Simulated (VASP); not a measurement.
Energy against volume of Li2Se (antifluorite). Calculation: PW91 GGA, VASP's PBE PAW potentials (set 64) (plane waves; VASP 6.6.1).

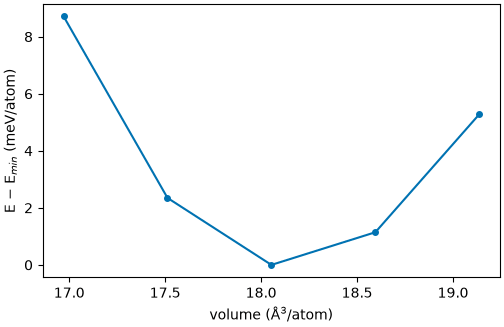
Energy against volume

**Question.** Estimate the equilibrium volume and the bulk modulus.

**Answer.** The minimum lies near 18.1 Å³/atom, and the curvature gives B0 of about 34 GPa.

Measured: a 6.002 Å (computed value off by +0.2 %), as given by Syrotyuk et al., Condensed Matter Physics (2015), arXiv:1510.06546. The calculation is for a static lattice, while the measured a holds thermal and zero-point effects, which are part of the difference.

The compound is Li2Se in the antifluorite structure. It was relaxed first.
